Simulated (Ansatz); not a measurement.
```csv
atom,x (Å),y (Å),z (Å)
F,1.0542,2.4446,2.2906
O,-0.6836,0.6229,3.2113
Si,0.9051,1.0244,3.0343
Si,1.9382,-0.5431,4.2927
Si,-0.3693,-1.0155,3.7750
H,2.7441,-1.1837,3.1821
H,-0.7727,-1.9750,2.7070
H,-1.2280,-1.2205,4.9747
```

Geometry: r2SCAN-D4/def2-SVP.

These are results of Ansatz 0.2.0, isolated molecule in a Gaussian basis; Kohn-Sham density functional theory, functional PBE0, not measurements.

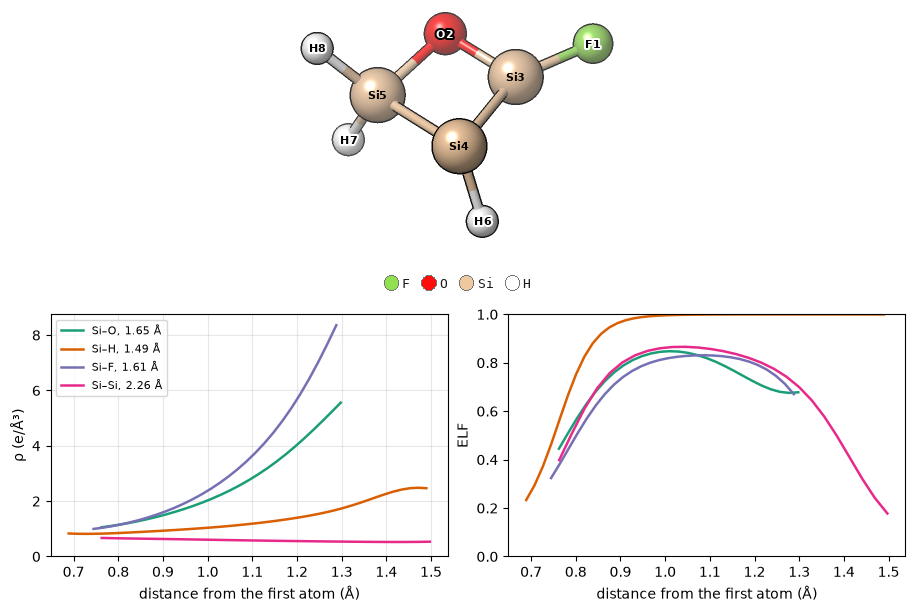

FH₃OSi₃. Electron density and electron localisation function along straight lines between neighbouring atoms. The curves leave out the atomic cores. The structure is drawn too.

### What can be read from the curves?

Si–O (1.65 Å): ρ at the midpoint is about 1.2 e/Å³; the ELF peaks at about 0.85 between the atoms: a shared but strongly polarised pair.
Si–H (1.49 Å): ρ at the midpoint is about 0.82 e/Å³; the ELF climbs to about 1 towards the hydrogen, as it does in any bond to H.
Si–F (1.61 Å): ρ at the midpoint is about 1.2 e/Å³; the ELF peaks at about 0.85 in the valence shell of F, 0.5 Å from its nucleus, and is about 0.50 at the midpoint.
Si–Si (2.26 Å): ρ is about 0.57 e/Å³ halfway; the ELF peaks at about 0.85 between the atoms: a shared electron pair.
